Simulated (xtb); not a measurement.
CH5ClSn: frequency calculation (part 2 of 2)

Continued. System: CH5ClSn, SMILES [CH3][SnH2][Cl]. Method: GFN2-xTB (xtb 6.7.1 later snapshot). The geometry was optimised with GFN2-xTB.

Geometry of the input (Å):
```
C  -0.8977  0.7593  -0.2241
Sn 0.6112  -0.7340  0.2036
Cl 2.6515  0.2695  -0.1372
H  -0.7831  1.0986  -1.2479
H  -1.8916  0.3504  -0.0913
H  -0.7643  1.6024  0.4450
H  0.6058  -1.3052  1.8029
H  0.5603  -2.0982  -0.8066
```

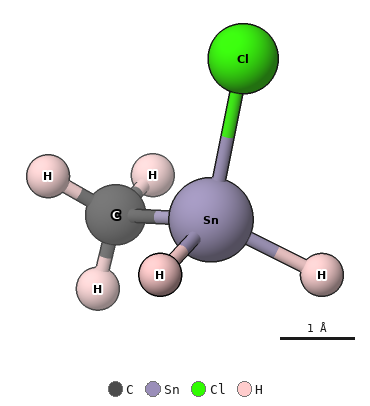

*The input geometry (ball-and-stick view, seen at a tilt). Sticks mark near contacts.*

## The program's output, continued
```
 Mol. C6AA /au·bohr⁶  :       1688.704838
 Mol. C8AA /au·bohr⁸  :     103507.905596
 Mol. α(0) /au        :         68.313194

Wiberg/Mayer (AO) data.
largest (>0.10) Wiberg bond orders for each atom

 ---------------------------------------------------------------------------
     #   Z sym  total        # sym  WBO       # sym  WBO       # sym  WBO
 ---------------------------------------------------------------------------
     1   6      3.992 --     5      0.984     6      0.977     4      0.977
                             2      0.702     7      0.129     8      0.129
     2  50      3.095 --     3      0.974     1      0.702     7      0.689
                             8      0.689
     3  17      1.227 --     2      0.974
     4   1      0.997 --     1      0.977
     5   1      0.998 --     1      0.984
     6   1      0.997 --     1      0.977
     7   1      1.000 --     2      0.689     1      0.129     8      0.102
     8   1      1.000 --     2      0.689     1      0.129     7      0.102
 ---------------------------------------------------------------------------

Topologies differ in total number of bonds
Writing topology from bond orders to xtbtopo.mol

molecular dipole:
                 x           y           z       tot (Debye)
 q only:       -1.010      -0.224       0.086
   full:       -1.191       0.061       0.003       3.031
molecular quadrupole (traceless):
                xx          xy          yy          xz          yz          zz
 q only:       -5.321      -1.609       3.004       0.648      -0.190       2.317
  q+dip:       -5.350      -0.935       2.273       0.464       0.286       3.077
   full:       -4.666      -1.612       2.057       0.650       0.216       2.608

           -------------------------------------------------
          |               Frequency Printout                |
           -------------------------------------------------
 projected vibrational frequencies (cm⁻¹)
eigval :       -0.00    -0.00    -0.00    -0.00    -0.00     0.00
eigval :       77.03   115.17   318.04   319.92   458.00   483.82
eigval :      537.29   680.20   757.35   765.88  1258.74  1436.22
eigval :     1437.39  1486.07  1644.91  3034.80  3040.83  3058.22
 reduced masses (amu)
    1:      3.58    2:      6.48    3:     17.18    4:      7.63    5:     19.32    6:     12.51
    7:      1.03    8:      4.22    9:     35.73   10:      1.08   11:      1.02   12:      4.24
   13:      1.06   14:      1.02   15:      1.17   16:      1.18   17:      1.16   18:      1.07
   19:      1.06   20:      1.02   21:      1.02   22:      1.04   23:      1.10   24:      1.09
 IR intensities (km·mol⁻¹)
    1:      0.04    2:      0.92    3:      0.05    4:      0.76    5:      0.34    6:      0.39
    7:      0.15    8:      4.73    9:     35.58   10:     79.68   11:      8.68   12:      3.46
   13:    264.35   14:    225.61   15:    101.34   16:     85.50   17:      3.69   18:      2.05
   19:      1.78   20:    115.65   21:    242.85   22:      1.08   23:      1.74   24:      1.04
 Raman intensities (Ä⁴*amu⁻¹)
    1:      0.79    2:      0.39    3:      0.03    4:      0.21    5:      0.10    6:      0.10
    7:      0.04    8:      3.60    9:     14.19   10:      2.82   11:     14.80   12:     35.45
   13:      7.89   14:     25.21   15:      2.23   16:      1.76   17:     16.34   18:      3.96
   19:      2.53   20:    266.66   21:    129.57   22:    134.31   23:     65.35   24:     89.20
 output can be read by thermo (or use thermo option).
 writing <g98.out> molden fake output.
 recommended (thermochemical) frequency scaling factor: 1.0
           -------------------------------------------------
Molecule has the following symmetry elements: (sigma)
It seems to be the Cs point group
          |             Thermodynamic Functions             |
           -------------------------------------------------

cs  symmetry found (for desy threshold:  0.10E+00) used in thermo

          ...................................................
          :                      SETUP                      :
          :.................................................:
          :  # frequencies                          18      :
          :  # imaginary freq.                       0      :
          :  linear?                             false      :
          :  only rotor calc.                    false      :
          :  symmetry                               cs      :
          :  rotational number                       1      :
          :  scaling factor                  1.0000000      :
          :  rotor cutoff                   50.0000000 cm⁻¹ :
          :  imag. cutoff                  -20.0000000 cm⁻¹ :
          :.................................................:

    mode    ω/cm⁻¹     T·S(HO)/kcal·mol⁻¹    T·S(FR)/kcal·mol⁻¹   T·S(vib)
   ------------------------------------------------------------------------
       1     77.03    -1.18217 ( 84.93%)    -0.92809 ( 15.07%)    -1.14388
       2    115.17    -0.94809 ( 96.57%)    -0.80911 (  3.43%)    -0.94332
   ------------------------------------------------------------------------

   temp. (K)  partition function   enthalpy   heat capacity  entropy
                                   cal/mol     cal/K/mol   cal/K/mol   J/K/mol
 298.15  VIB   18.1                 2074.602     13.573     12.569
         ROT  0.123E+06              888.727      2.981     26.269
         INT  0.222E+07             2963.329     16.554     38.838
         TR   0.685E+26             1481.212      4.968     41.321
         TOT                        4444.5417    21.5216    80.1594   335.3868

       T/K    H(0)-H(T)+PV         H(T)/Eh          T*S/Eh         G(T)/Eh
   ------------------------------------------------------------------------
    298.15    0.708283E-02    0.547190E-01    0.380863E-01    0.166327E-01
   ------------------------------------------------------------------------

         :::::::::::::::::::::::::::::::::::::::::::::::::::::
         ::                  THERMODYNAMIC                  ::
         :::::::::::::::::::::::::::::::::::::::::::::::::::::
         :: total free energy         -11.328248691292 Eh   ::
         ::.................................................::
         :: total energy              -11.344881403097 Eh   ::
         :: zero point energy           0.047636191003 Eh   ::
         :: G(RRHO) w/o ZPVE           -0.031003479198 Eh   ::
         :: G(RRHO) contrib.            0.016632711805 Eh   ::
         :::::::::::::::::::::::::::::::::::::::::::::::::::::

           -------------------------------------------------
          | TOTAL ENERGY              -11.344881403097 Eh   |
          | TOTAL ENTHALPY            -11.290162384039 Eh   |
          | TOTAL FREE ENERGY         -11.328248691292 Eh   |
          | GRADIENT NORM               0.000051396267 Eh/α |
          | HOMO-LUMO GAP               5.150511615595 eV   |
           -------------------------------------------------

------------------------------------------------------------------------
------------------------------------------------------------------------
 total:
 *  cpu-time:     0 d,  0 h,  0 min,  0.790 sec
 * ratio c/w:     1.000 speedup
 SCF:
 *  cpu-time:     0 d,  0 h,  0 min,  0.004 sec
 * ratio c/w:     1.000 speedup
 analytical hessian:
 *  cpu-time:     0 d,  0 h,  0 min,  0.780 sec
 * ratio c/w:     1.000 speedup
```

## File vibspectrum
```
$vibrational spectrum
#  mode     symmetry     wave number   IR intensity   Raman activity   Raman scatt. cross-section   selection rules
#                           (cm⁻¹)      (km*mol⁻¹)      (Å⁴*amu⁻¹)             (Å²*sr⁻¹)              IR     RAMAN
     1                      -0.00         0.00000         0.00000             0.00000E+00              -       -
     2                      -0.00         0.00000         0.00000             0.00000E+00              -       -
     3                      -0.00         0.00000         0.00000             0.00000E+00              -       -
     4                      -0.00         0.00000         0.00000             0.00000E+00              -       -
     5                      -0.00         0.00000         0.00000             0.00000E+00              -       -
     6                       0.00         0.00000         0.00000             0.00000E+00              -       -
     7        a             77.03         0.14552         0.03970             0.13607E-14             YES     YES
     8        a            115.17         4.73482         3.60234             0.59676E-13             YES     YES
     9        a            318.04        35.58311        14.18844             0.44345E-13             YES     YES
    10        a            319.92        79.67692         2.82093             0.87397E-14             YES     YES
    11        a            458.00         8.68218        14.79744             0.27479E-13             YES     YES
    12        a            483.82         3.45571        35.45434             0.61104E-13             YES     YES
    13        a            537.29       264.35449         7.89468             0.11826E-13             YES     YES
    14        a            680.20       225.60873        25.21052             0.27817E-13             YES     YES
    15        a            757.35       101.33871         2.22849             0.21463E-14             YES     YES
    16        a            765.88        85.49621         1.76252             0.16737E-14             YES     YES
    17        a           1258.74         3.68629        16.34276             0.82930E-14             YES     YES
    18        a           1436.22         2.05286         3.95504             0.16890E-14             YES     YES
    19        a           1437.39         1.77559         2.53219             0.10802E-14             YES     YES
    20        a           1486.07       115.64646       266.66102             0.10882E-12             YES     YES
    21        a           1644.91       242.85342       129.57410             0.46084E-13             YES     YES
    22        a           3034.80         1.08218       134.31037             0.18693E-13             YES     YES
    23        a           3040.83         1.73978        65.35009             0.90639E-14             YES     YES
    24        a           3058.22         1.03674        89.19879             0.12249E-13             YES     YES
$end
```

## Standard error
```
normal termination of xtb
```

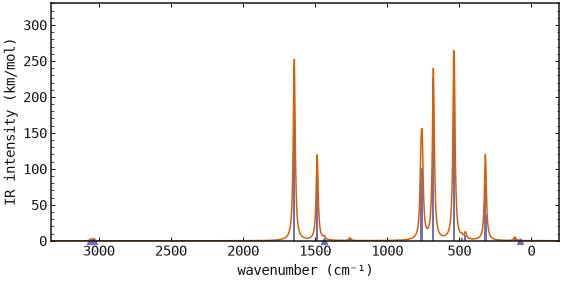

*Harmonic infrared spectrum, unscaled: sticks (degenerate modes added up, dark ones marked on the axis) with a Lorentzian envelope of 16 cm⁻¹ full width, scaled to the tallest stick.*

18 modes from 77 to 3058 cm⁻¹, none imaginary. The strongest line is at 537 cm⁻¹ (264 km/mol).

## Summary

```tsv
quantity	value
outcome	converged
electrons treated	20
total energy	−11.344881 hartree
dispersion energy	−0.004168 hartree
basis functions	29
HOMO	−11.37 eV
LUMO	−6.22 eV
zero-point energy	0.047636 hartree
dipole moment	3.03 D
wavenumbers, lowest and highest	77 and 3058 cm⁻¹
hardware	1 thread of Arm Neoverse V2, 24 GiB of memory available, shared host
wall time	0.8 s
peak memory	0.073 GiB
```
